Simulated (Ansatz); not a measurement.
H₇NSSi₃ (SMILES [SiH3]N([SiH3])[Si]S)

Input file:

```
crystal:
  periodic: [false, false, false]
  atoms:
    - {symbol: N, position_ang: [-0.401302, 0.951434, 0.507553]}
    - {symbol: S, position_ang: [-2.214465, -1.451016, 0.946782]}
    - {symbol: Si, position_ang: [-0.100577, 0.109874, -1.030084]}
    - {symbol: Si, position_ang: [0.463092, 2.482312, 0.754937]}
    - {symbol: Si, position_ang: [-1.467562, 0.421090, 1.807130]}
    - {symbol: H, position_ang: [0.861859, 0.941553, -1.809081]}
    - {symbol: H, position_ang: [0.492021, -1.232684, -0.785777]}
    - {symbol: H, position_ang: [-1.363526, -0.037729, -1.802258]}
    - {symbol: H, position_ang: [0.076828, 3.011149, 2.091846]}
    - {symbol: H, position_ang: [1.936869, 2.264430, 0.705477]}
    - {symbol: H, position_ang: [0.096380, 3.467231, -0.302138]}
    - {symbol: H, position_ang: [-2.983046, -1.713832, 2.028334]}
basis:
  gaussian:
    orbitals: def2-SVPD
magnetization:
  spin_polarized: false
  initial_magnetization: 0
hamiltonian:
  xc: pbe0
output: {forces: true, orbitals: {seedname: orbitals}}
```

Command:

```sh
ansatz run input.yaml --threads 2 --pin off --max-ram 4350MiB --events-out events.jsonl --progress --plain --runs-dir runs
```

Geometry: B3LYP-D3(BJ)/def2-SVP.

All numbers below come from isolated molecule in a Gaussian basis; Kohn-Sham density functional theory, functional PBE0 (Ansatz).

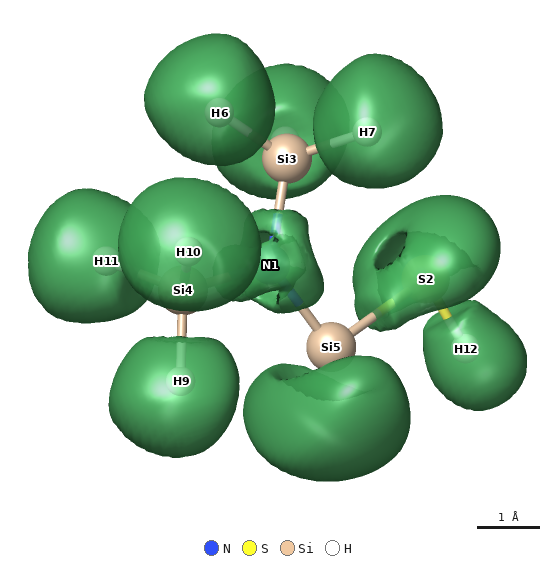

Figure 1. Isosurface of the electron localisation function at 0.8 (green), seen at a tilt. Core shells and regions of very low density are left out.

### Identify the bonds, lone pairs and shells in this picture.

The ELF exceeds this value in seven regions around hydrogen nuclei, one region on N in which the atom's valence shell and bonds are merged, one region on S in which the atom's valence shell and bonds are merged and one lobe on Si, pointing away from the bonds (lone pairs). Profiles from the grid: Si–N (1.76 Å): the ELF peaks at about 0.90 between the atoms, as expected for a shared but strongly polarised pair. Si–S (2.19 Å): the ELF peaks at about 0.90 between the atoms; localised, covalent bonding.

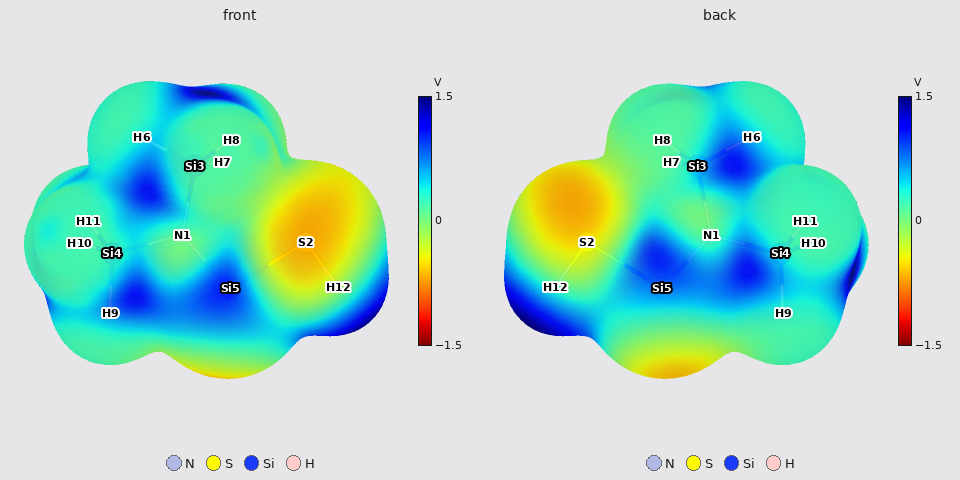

Figure 2. The molecular electrostatic potential painted on the density surface at 0.002 e/bohr³, seen from the front and from behind; red is negative and blue positive.

### Which sites attract a positive test charge, and which a negative one?

A positive charge is drawn to the negative regions and a negative charge to the positive ones. The most negative region (about −0.7 V, or −16 kcal/mol for a unit charge) lies over S2, the most positive (about +1.5 V, or +35 kcal/mol for a unit charge) over Si3, Si4 and H12.

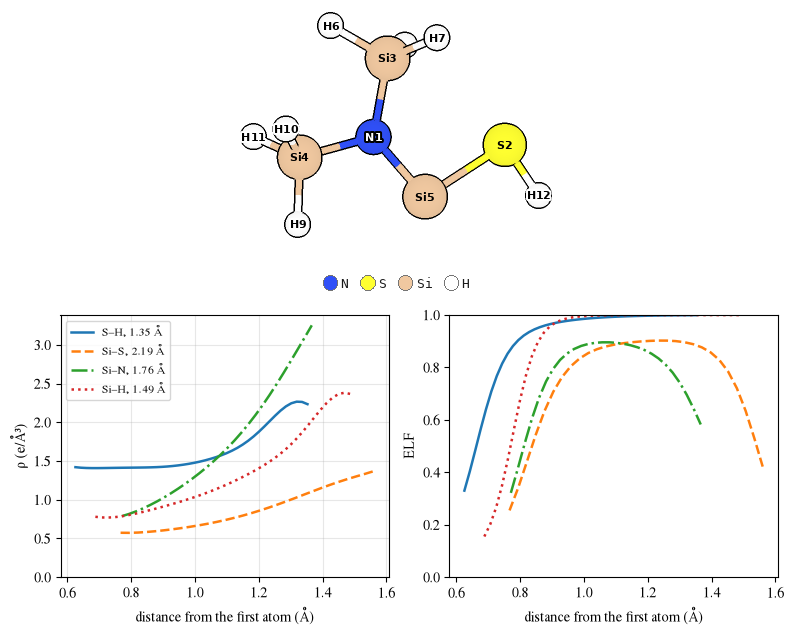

Figure 3. Total electron density and electron localisation function along straight lines between neighbouring atoms. The curves leave out the atomic cores. The structure is drawn too.

### What can be read from the curves?

S–H (1.35 Å): ρ at the midpoint is about 1.4 e/Å³; the ELF climbs to about 1 towards the hydrogen, as it does in any bond to H.
Si–S (2.19 Å): the density is about 0.74 e/Å³ at the midpoint, with its minimum of 0.57 e/Å³ about 0.8 Å from Si; the ELF peaks at about 0.90 between the atoms (a covalent bond).
Si–N (1.76 Å): ρ at the midpoint is about 0.98 e/Å³; the ELF peaks at about 0.90 between the atoms (a polar covalent bond).
Si–H (1.49 Å): ρ is about 0.77 e/Å³ halfway; the ELF climbs to about 1 towards the hydrogen.
